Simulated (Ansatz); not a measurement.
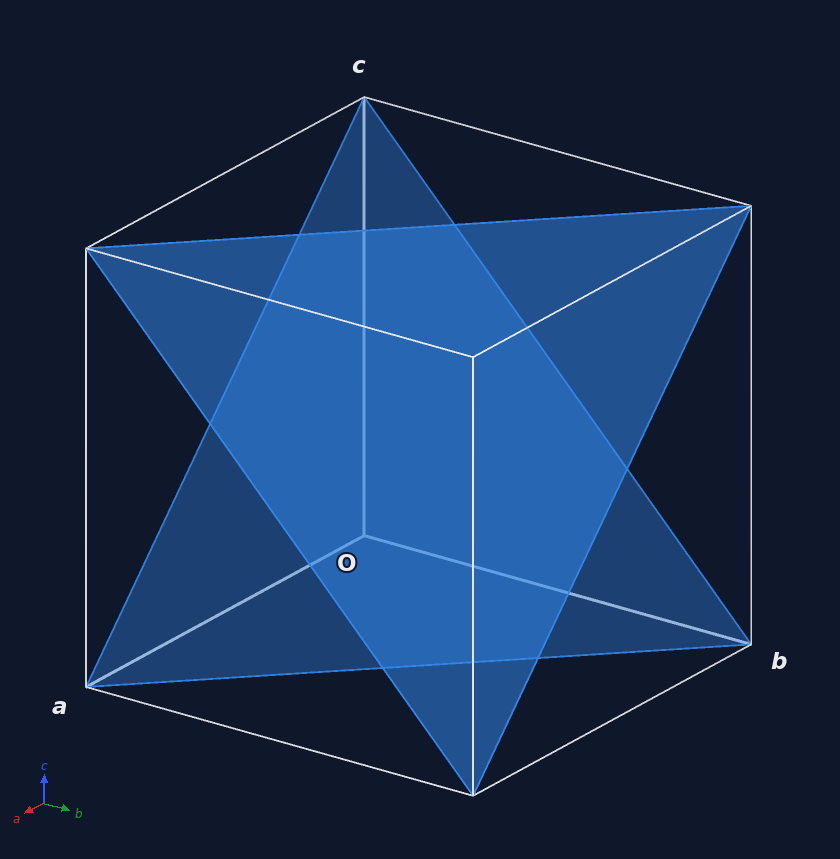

Crystal: MgO, the input geometry of an electronic-structure calculation (not necessarily at equilibrium). Every member of one family of equally spaced planes, hx + ky + lz = a whole number, that cuts the unit cell is shaded (one member passes through the origin O, touching the cell only at an edge or corner). The drawing is computed from the coordinates (standard cell, symmetry found to 0.002 Å).

a = 4.356 Å, b = 4.356 Å, c = 4.356 Å, α = 90.00°, β = 90.00°, γ = 90.00°.

Which (hkl) family is drawn?

Answer. (1 1 1); the opposite sign names the same planes. The member next to the origin meets the axes a at 1, b at 1, c at 1.

What is the spacing?

Answer. d = 2.515 Å.

The space group is Fm-3m (No. 225). How many reflections hkl are equivalent to this one (itself included), and does it occur?

Answer. 8 reflections are equivalent in the Laue class m-3m. The space group allows the reflection.
